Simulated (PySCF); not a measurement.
```json
{"atom": "O", "x (Å)": "0.0000", "y (Å)": "0.0000", "z (Å)": "-0.5980"}
{"atom": "O", "x (Å)": "0.0000", "y (Å)": "0.0000", "z (Å)": "0.5980"}
```

Computed with PySCF, PBE0/pcseg-2, non-relativistic, at a bond length of 1.196 Å.

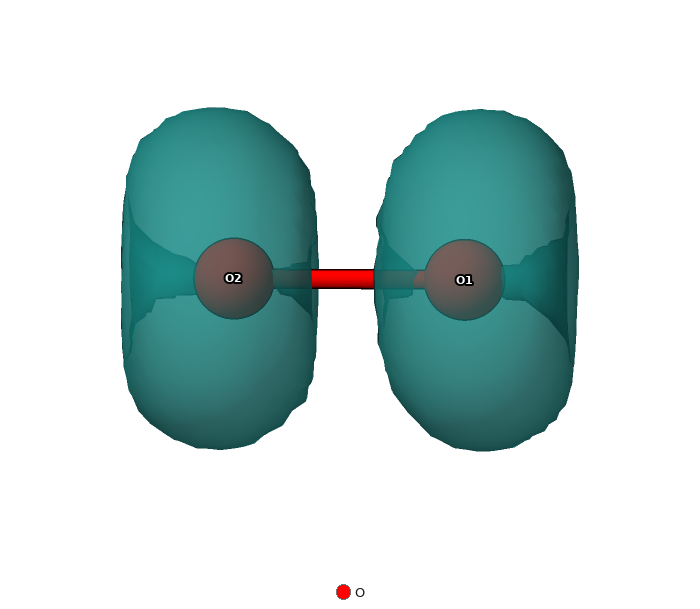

O₂ (triplet). Isosurface of the spin density at +0.1 e/Å³ (teal), seen from one side.

**Describe the spin distribution.**

The unpaired spin (2 electrons) lies mostly on O1 (about 1.0) and O2 (about 1.0), in electrons by Hirshfeld's partition.
